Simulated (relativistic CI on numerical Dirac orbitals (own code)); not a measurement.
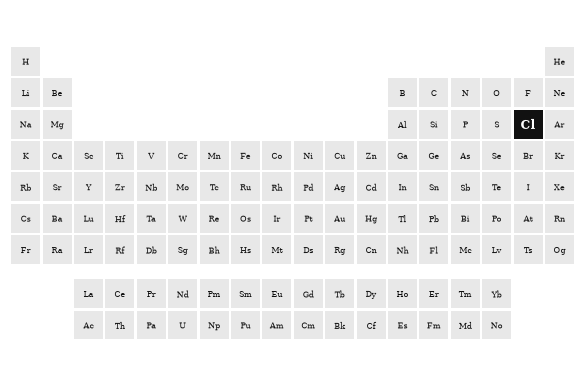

The place of chlorine in the periodic table.

**Relativistic CI calculation, with input and output: Cl⁺**

System: Cl⁺.
Method: Dirac-Coulomb-Breit CI, KLI orbitals optimised for each configuration, model QED (radiative potential, 1s self-energy scaled to tabulated hydrogen-like ionisation energies), numerical settings as typed (relativistic CI on numerical Dirac orbitals, in-house).

### Input file
```
atom Cl  Z=17  charge=1  electrons=16
nucleus A=35  rms_radius_fm=3.3654
hamiltonian dirac-coulomb  breit=on  qed=on  c_scale=1
orbitals kli  potential=per-configuration
slater_scale 1
correlation none
mixing on
grid step=0.0125 r_max=51.4
scf mixing=0.4 start=green max_iterations=6 tolerance=2e-08 node_fill=0.05
configurations
  [Ne] 3s2 3p4
  [Ne] 3s 3p5
  [Ne] 3s2 3p3 3d
end
```

Hardware: 1 CPU thread, shared host.

The run was one of a batch that the task file lists, launched with:
```bash
python <driver script> task.json out
```

The program writes its results to a structured record and prints no log; tables and figures of this report are taken from that record.

### What the run reported

| quantity | value |
| --- | --- |
| outcome | not converged |

### What went wrong

One thing in this input was made wrong on purpose: iterations. The run did not meet its convergence test, so its last values are not results. To bear in mind: SCF of 1s2 2s2 2p6 3s2 3p4 did not converge.
